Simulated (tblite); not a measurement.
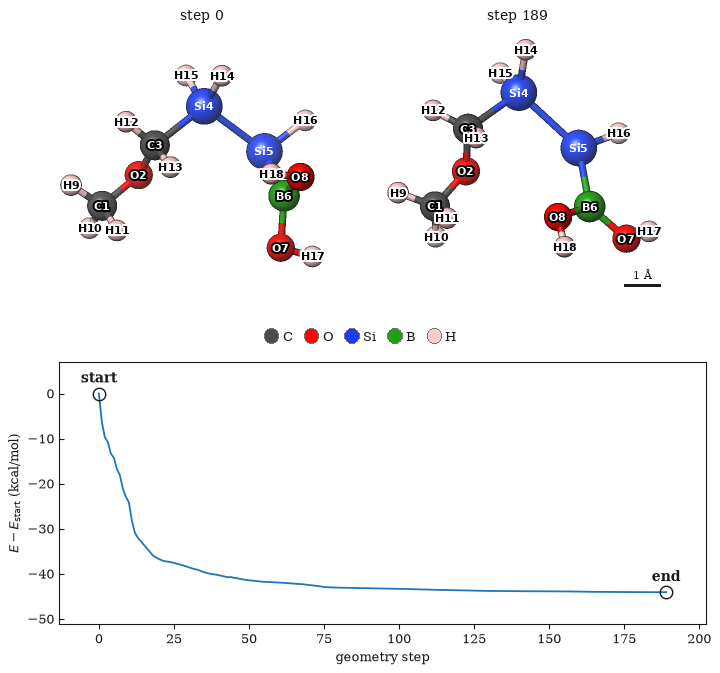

First and last geometry of a relaxation of C$_{2}$H$_{10}$BO$_{3}$Si$_{2}$ (multiplicity 2), with the history of the run. The picture is a ball-and-stick view, seen face on.

All numbers below come from tblite, GFN2-xTB geometry optimisation, gas phase. 

**What do the curves and the structures tell?**

It converged. The energy falls by 44.1 kcal/mol in 189 geometry steps. The atom that moves furthest after the best rigid fit is H18 (2.15 Å). Largest moves by element: H 2.15 Å, O 1.99 Å, C 0.57 Å, Si 0.42 Å, B 0.42 Å. Near-neighbour distances that change, for instance: B6–O8 1.462 → 1.358 Å, B6–O7 1.462 → 1.371 Å, Si4–Si5 2.224 → 2.277 Å, C3–Si4 1.861 → 1.908 Å. Bond angles that change, for instance: Si4–Si5–B6 108.7° → 129.5°, B6–O7–H17 104.0° → 117.0°, Si5–Si4–H14 109.3° → 120.3°. Groups turn about B6–O7 by about 90°, B6–O8 by about 90°.

```
step  E − E(0), kcal/mol
   0                0.00
   1               -6.34
   2               -9.72
   3              -10.80
   4              -13.36
   5              -14.23
   6              -16.74
   7              -18.11
   8              -21.14
   9              -22.95
  10              -24.16
  19              -36.34
  29              -38.34
  38              -40.10
  48              -41.23
  57              -41.85
  67              -42.26
  76              -42.98
  85              -43.16
  95              -43.26
 104              -43.40
 114              -43.57
 123              -43.70
 132              -43.82
 142              -43.86
 151              -43.88
 161              -43.98
 170              -44.03
 180              -44.07
 189              -44.08
```
